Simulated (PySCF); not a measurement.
# [Eu(H2O)4]3+: how tightly the ligands are held

What does it cost to pull a ligand from [Eu(H2O)4]3+? The species was built from a template and needn't be a known compound.

Computed with PySCF 2.14.0. Level: PBE0, Eu lcecp-1-SVP with ECP52, O def2-SVP, H def2-SVP; scalar-relativistic core potentials, no spin–orbit coupling.

2 further runs of the same task are left out: 2 for a known fault of the program.

## Step 1: The system as given

13 atoms, charge 3, spin multiplicity 1.

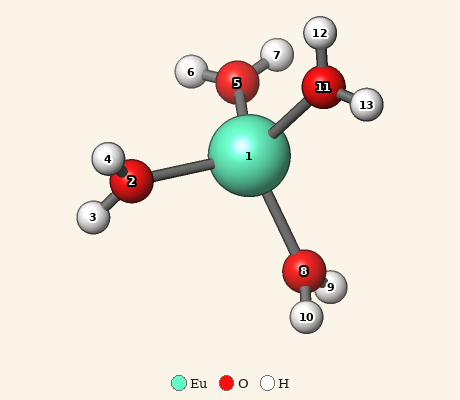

The geometry (europium green, oxygen red, hydrogen white); atoms are numbered from 1 in the order of the file.

Coordinates:

```xyz
13
EuH8O4
Eu    0.0000    0.0000    0.0000
O     1.3856    1.3474    1.2831
H     2.1862    1.0884    1.7925
H     1.3203    2.3162    1.4420
O    -1.3856   -1.2831    1.3474
H    -1.3203   -1.4420    2.3162
H    -2.1862   -1.7925    1.0884
O     1.3856   -1.3474   -1.2831
H     1.3203   -2.3162   -1.4420
H     2.1862   -1.0884   -1.7925
O    -1.3856    1.2831   -1.3474
H    -2.1862    1.7925   -1.0884
H    -1.3203    1.4420   -2.3162
```

Formal oxidation states: Eu +3. Each metal's 6 4f electrons lie in its core potential, so multiplicities, spins and levels count the valence alone. An earlier session relaxed this geometry at PBE0, Eu lcecp-1-SVP with ECP52, O def2-SVP, H def2-SVP (singlet, point group S4).

## Step 2: H2O taken off

The ligand (atoms 2, 3, 4) keeps its formal charge and a closed shell where it can; ligand and rest are solved at the complex's geometry, in vacuum, with the settings of the relaxation.

| part | charge | state | energy (Eh) |
| --- | --- | --- | --- |
| complex | 3 | singlet | -339.504425 |
| ligand | 0 | singlet | -76.275516 |
| rest | 3 | singlet | -263.106490 |

Wall time 1.8 s (2 threads of Arm Neoverse V2, shared host).

## Step 3: Rigid scan of H2O

Atoms 2, 3, 4 move together along the line from atom 1; the distance is to the donor, the donors' midpoint or the ring centre. Each point starts from the density of the one before.

| distance (Å) | energy from the relaxed point (eV) |
| --- | --- |
| 2.02 | 0.624 |
| 2.12 | 0.237 |
| 2.22 | 0.051 |
| 2.32 | 0.000 |
| 2.42 | 0.038 |
| 2.52 | 0.133 |
| 2.72 | 0.411 |
| 3.02 | 0.884 |

Run time: 2.2 min. Hardware: 2 threads of Arm Neoverse V2, shared host.

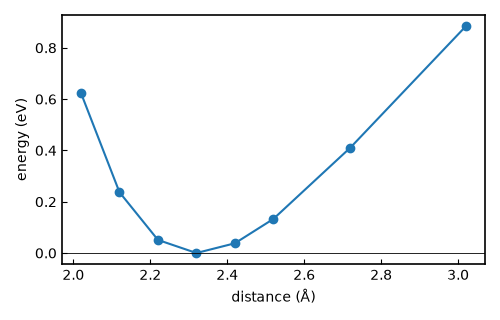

Energy along the rigid scan of H2O.

## Step 4: Results

| quantity | value |
| --- | --- |
| taking off H2O | 3.33 eV |
| stiffness of the H2O contact | 8.9 eV/Å² |

**Reading.** Taking off H2O as a fragment of charge +0 costs 3.33 eV. Near 2.32 Å the H2O contact has a stiffness of about 8.9 eV/Å², and the energy stands 0.88 eV higher at 3.02 Å. No counterpoise correction is made, and the parts aren't relaxed; each of these makes the binding look larger. These are double-zeta-type bases without diffuse functions. Spin–orbit coupling is left out.
